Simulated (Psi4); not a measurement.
# doublet [CHClF2]+: levels of theory compared

Aim: a comparison of 4 runs (U-revPBE/6-311+G**, UBLYP/6-311+G**, UPBE/6-311+G**, UTPSS/6-311+G**) of doublet [CHClF2]+. 

The calculation is run with Psi4 1.11.

3 further runs of the same task are left out: 2 that didn't finish, 1 set aside as unsound or not needed.

## (1) The system as given

[CHClF2]+ has 5 atoms, charge +1, and is taken as a doublet. As SMILES of the parent species, `FC(F)Cl`. Geometry: relaxed at PBE0-D4/def2-TZVP. That shape belongs to the parent species and isn't relaxed for this state.

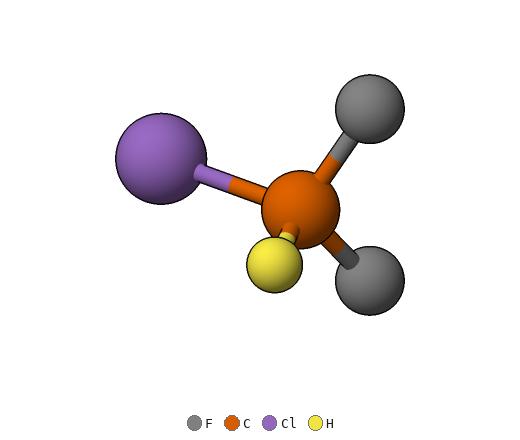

The structure, seen from a chosen angle (fluorine grey, carbon orange, chlorine purple, hydrogen yellow).

## (2) A single-point energy at U-revPBE/6-311+G(d,p) (run 1)

Input file job.in:

```
memory 1.6 GB

molecule mol {
  1 2
  F      0.038900    -0.568100     1.222300
  C      0.109400     0.023600     0.028300
  F      0.844200    -0.745900    -0.776900
  Cl    -1.511000     0.208900    -0.640800
  H      0.568600     1.007800     0.125800
  units angstrom
  symmetry c1
  no_reorient
  no_com
}

set basis 6-311+G**
set reference uks
set puream true
set e_convergence 1e-09
set d_convergence 1e-08
set scf_type pk
set dft_radial_points 99
set dft_spherical_points 590
set maxiter 100

result, w = energy("revpbe", return_wfn=True)
oeprop(w, "LOWDIN_CHARGES", "MULLIKEN_CHARGES", "MAYER_INDICES")
```

Launch:

```bash
$ psi4 -n 1 job.in job.out
```

job.out:

```text
[...]
  Running in c1 symmetry.
[...]
  Nuclear repulsion =  168.406744960820134
[...]
  Multiplicity = 2
[...]
  Nalpha       = 21
  Nbeta        = 20
[...]
    Number of basis functions: 102
[...]
   @UKS iter   1:  -697.96052181740799    4.27729e-01   4.66792e-03 DIIS/ADIIS
[...]
   @UKS iter  18:  -698.06625502292093   -5.68434e-12   1.68754e-09 DIIS
[...]
   @S^2 Observed:                7.518483076E-01
[...]
  @UKS Final Energy:  -698.06625502292093
   => Energetics <=
    Nuclear Repulsion Energy =            168.4067449608201343
    One-Electron Energy =               -1287.9287859574683353
    Two-Electron Energy =                 475.8887884122926266
    DFT Exchange-Correlation Energy =     -54.4330024385653033
    Empirical Dispersion Energy =           0.0000000000000000
    VV10 Nonlocal Energy =                  0.0000000000000000
    Total Energy =                       -698.0662550229209273
[...]
 Multipole Moments:
 ------------------------------------------------------------------------------------
     Multipole            Electronic (a.u.)      Nuclear  (a.u.)        Total (a.u.)
 ------------------------------------------------------------------------------------
 L = 1.  Multiply by 2.5417464519 to convert [e a0] to [Debye]
 Dipole X            :         30.0293444          -31.2071262           -1.1777818
 Dipole Y            :         14.1047466          -13.4648656            0.6398811
 Dipole Z            :         11.8949721          -12.4521613           -0.5571892
 Magnitude           :                                                    1.4515776
[...]
  Mulliken Charges: (a.u.)
   Center  Symbol    Alpha    Beta     Spin     Total
       1     F     4.48944  4.41793  0.07151  0.09264
       2     C     3.18994  3.17188  0.01806 -0.36182
       3     F     4.48937  4.41791  0.07146  0.09272
       4    CL     8.44987  7.74375  0.70612  0.80638
       5     H     0.38138  0.24853  0.13285  0.37009
   Total alpha = 21.00000, Total beta = 20.00000, Total charge =  1.00000
  Lowdin Charges: (a.u.)
   Center  Symbol    Alpha    Beta     Spin     Total
       1     F     4.52330  4.44832  0.07499  0.02838
[...]
```

It took 50 s on 1 thread of Intel Xeon Platinum 8259CL at 2.50GHz (Skylake/Cascade Lake), shared host; peak memory 0.65 GiB.

## (3) Energy and forces at UBLYP/6-311+G(d,p) (run 2)

Input file chclf2.dat:

```
memory 1.6 GB

molecule molecule1 {
  1 2
  F
  C 1 R2
  F 2 R3 1 A3
  Cl 2 R4 3 A4 1 D4
  H 2 R5 3 A5 1 D5

  R2 = 1.334434
  R3 = 1.334319
  A3 = 108.25988
  R4 = 1.762875
  A4 = 109.74064
  D4 = -119.74614
  R5 = 1.090422
  A5 = 110.03349
  D5 = 120.27493
  symmetry c1
  no_reorient
  no_com
}

set basis 6-311+G**
set reference uks
set puream true
set e_convergence 1e-09
set d_convergence 1e-08
set scf_type pk
set dft_radial_points 99
set dft_spherical_points 590
set maxiter 100

E, wfn = gradient('blyp', return_wfn=True)
oeprop(wfn, 'DIPOLE', 'LOWDIN_CHARGES', 'WIBERG_LOWDIN_INDICES', title='BLYP')
print_variables()
```

Launch:

```bash
$ psi4 chclf2.dat chclf2.out -n 1
```

chclf2.out:

```text
[...]
  Running in c1 symmetry.
[...]
  Nuclear repulsion =  168.406760218240436
[...]
  Multiplicity = 2
[...]
  Nalpha       = 21
  Nbeta        = 20
[...]
    Number of basis functions: 102
[...]
   @UKS iter   1:  -698.08058544063294    4.37041e-01   5.13114e-03 ADIIS/DIIS
[...]
   @UKS iter  32:  -698.20055177522056   -3.17186e-11   3.26630e-09 DIIS
[...]
   @S^2 Observed:                7.516103670E-01
[...]
  @UKS Final Energy:  -698.20055177522056
   => Energetics <=
    Nuclear Repulsion Energy =            168.4067602182404357
    One-Electron Energy =               -1287.8862487013764166
    Two-Electron Energy =                 475.8454749823797556
    DFT Exchange-Correlation Energy =     -54.5665382744642713
    Empirical Dispersion Energy =           0.0000000000000000
    VV10 Nonlocal Energy =                  0.0000000000000000
    Total Energy =                       -698.2005517752205606
[...]
  -Total Gradient:
     Atom            X                  Y                   Z
    ------   -----------------  -----------------  -----------------
       1        0.002397873794    -0.008032749676     0.007707082354
       2        0.005167951275     0.039609782651     0.029185021806
       3        0.003505546382     0.003307676922    -0.010155598164
       4       -0.023514968267    -0.020770159968    -0.014957507932
       5        0.012390599628    -0.014112811206    -0.011777703465
[...]
 Multipole Moments:
 ------------------------------------------------------------------------------------
     Multipole            Electronic (a.u.)      Nuclear  (a.u.)        Total (a.u.)
 ------------------------------------------------------------------------------------
 L = 1.  Multiply by 2.5417464519 to convert [e a0] to [Debye]
 Dipole X            :          1.0713045           -1.0749168           -0.0036123
 Dipole Y            :         -0.1287171            1.0395051            0.9107880
 Dipole Z            :         -0.0913833            0.7516444            0.6602611
 Magnitude           :                                                    1.1249411
[...]
```

Run time: 99 s. Hardware: 1 thread of Intel Xeon Platinum 8259CL at 2.50GHz (Skylake/Cascade Lake), shared host; peak memory 0.65 GiB.

Run 3 isn't shown in full; the table further down has it.

## (4) Energy and forces at UTPSS/6-311+G(d,p) (run 4)

Input file job.json:

```json
{
 "schema_name": "qcschema_input",
 "schema_version": 1,
 "molecule": {
  "schema_name": "qcschema_molecule",
  "schema_version": 2,
  "symbols": ["F", "C", "F", "Cl", "H"],
  "geometry": [0.07351035, -1.07355341, 2.30981224, 0.20673604, 0.04459754, 0.05347925, 1.59530679, -1.40954672, -1.46812823, -2.85537617, 0.39476379, -1.2109365, 1.07449827, 1.90446599, 0.23772755],
  "molecular_charge": 1,
  "molecular_multiplicity": 2,
  "fix_symmetry": "c1"
 },
 "driver": "gradient",
 "model": {
  "method": "tpss",
  "basis": "6-311+G**"
 },
 "keywords": {
  "reference": "uks",
  "puream": true,
  "e_convergence": 1e-09,
  "d_convergence": 1e-08,
  "scf_type": "pk",
  "dft_radial_points": 99,
  "dft_spherical_points": 590,
  "maxiter": 100,
  "scf_properties": ["DIPOLE", "QUADRUPOLE", "WIBERG_LOWDIN_INDICES"]
 }
}
```

Launch:

```bash
$ psi4 --qcschema job.json -n 1 --memory 1600MB
```

stdout:

```text
[...]
  Running in c1 symmetry.
[...]
  Nuclear repulsion =  168.406745107475018
[...]
  Multiplicity = 2
[...]
  Nalpha       = 21
  Nbeta        = 20
[...]
    Number of basis functions: 102
[...]
   @UKS iter   1:  -698.16106960046693    4.11215e-01   4.71606e-03 ADIIS/DIIS
[...]
   @UKS iter  18:  -698.26315233450589   -1.36424e-12   5.06153e-09 DIIS
[...]
   @S^2 Observed:                7.525701584E-01
[...]
  @UKS Final Energy:  -698.26315233450589
   => Energetics <=
    Nuclear Repulsion Energy =            168.4067451074750181
    One-Electron Energy =               -1288.0255635733456074
    Two-Electron Energy =                 476.0026428733835928
    DFT Exchange-Correlation Energy =     -54.6469767420188859
    Empirical Dispersion Energy =           0.0000000000000000
    VV10 Nonlocal Energy =                  0.0000000000000000
    Total Energy =                       -698.2631523345058895
[...]
 Multipole Moments:
 ------------------------------------------------------------------------------------
     Multipole            Electronic (a.u.)      Nuclear  (a.u.)        Total (a.u.)
 ------------------------------------------------------------------------------------
 L = 1.  Multiply by 2.5417464519 to convert [e a0] to [Debye]
 Dipole X            :         -0.8181506            0.3419783           -0.4761724
 Dipole Y            :         -0.6073993            1.6382840            1.0308847
 Dipole Z            :         -0.2756737           -0.0079884           -0.2836622
 Magnitude           :                                                    1.1704391
 L = 2.  Multiply by 1.3450342976 to convert [e a0^2] to [Debye ang]
 Quadrupole XX       :       -154.3548868          139.7836483          -14.5712385
 Quadrupole XY       :         48.8206327          -48.0003274            0.8203054
[...]
  -Total Gradient:
     Atom            X                  Y                   Z
    ------   -----------------  -----------------  -----------------
       1       -0.002719393381    -0.012693254357    -0.002249962071
       2       -0.015849310812     0.068882648408    -0.012563945295
       3       -0.004315716243    -0.012316953061     0.001691118742
       4        0.023457144774    -0.017843999465     0.011039850428
       5       -0.000512591646    -0.025990044334     0.002103777874
[...]
```

The result, in JSON:

```text
{
 "driver": "gradient",
 "model": {
  "method": "tpss",
  "basis": "6-311+G**"
 },
 "success": true,
 "return_result": [-0.0027193933808918463, -0.012693254357375783, -0.002249962070607181, -0.015849310812201055, 0.06888264840803526, -0.012563945294856209, -0.0043157162425007944, -0.01231695306109698, 0.0016911187415169504, 0.02345714477372607, -0.01784399946492301, 0.011039850427971759, -0.000512591645930191, -0.025990044333930706, 0.002103777874447165],
 "properties": {
  "calcinfo_nbasis": 102,
  "calcinfo_nmo": 102,
  "calcinfo_nalpha": 21,
  "calcinfo_nbeta": 20,
  "calcinfo_natom": 5,
  "nuclear_repulsion_energy": 168.40674510747502,
  "return_energy": -698.2631523345059,
  "return_gradient": [-0.0027193933808918463, -0.012693254357375783, -0.002249962070607181, -0.015849310812201055, 0.06888264840803526, -0.012563945294856209, -0.0043157162425007944, -0.01231695306109698, 0.0016911187415169504, 0.02345714477372607, -0.01784399946492301, 0.011039850427971759, -0.000512591645930191, -0.025990044333930706, 0.002103777874447165],
  "scf_one_electron_energy": -1288.0255635733456,
  "scf_two_electron_energy": 476.0026428733836,
  "scf_xc_energy": -54.646976742018886,
  "scf_dipole_moment": [-0.47617239546121115, 1.0308847347213255, -0.28366216553980683],
  "scf_total_energy": -698.2631523345059,
  "scf_total_gradient": [-0.0027193933808918463, -0.012693254357375783, -0.002249962070607181, -0.015849310812201055, 0.06888264840803526, -0.012563945294856209, -0.0043157162425007944, -0.01231695306109698, 0.0016911187415169504, 0.02345714477372607, -0.01784399946492301, 0.011039850427971759, -0.000512591645930191, -0.025990044333930706, 0.002103777874447165],
  "scf_iterations": 18
 }
}
```

It took 2.4 min on 1 thread of Intel Xeon Platinum 8259CL at 2.50GHz (Skylake/Cascade Lake), shared host; peak memory 0.71 GiB.

## (5) The series

```tsv
run	level	task	energy (Eh)	HOMO energy (eV)	LUMO energy (eV)	⟨S²⟩	wall time
1	U-revPBE/6-311+G**	energy	-698.066255	-16.04	-15.98	0.752	50 s
2	UBLYP/6-311+G**	gradient	-698.200552	-16.04	-15.97	0.752	99 s
3	UPBE/6-311+G**	energy	-697.805625	-16.09	-16.05	0.752	48 s
4	UTPSS/6-311+G**	gradient	-698.263152	-16.28	-16.04	0.753	2.4 min
```

## (6) Outcome

| quantity | value |
| --- | --- |
| run 4: total energy | -698.26315 Eh |
| run 4: HOMO energy (highest over α and β) | -16.28 eV |
| run 4: LUMO energy (lowest over α and β) | -16.04 eV |
| run 4: ⟨S²⟩ | 0.753 |
| run 4: largest force on an atom | 3.692 eV/Å |

**Reading.** Totals of different functionals can't be ranked against each other. All runs together took 5.7 min, the longest 2.4 min.
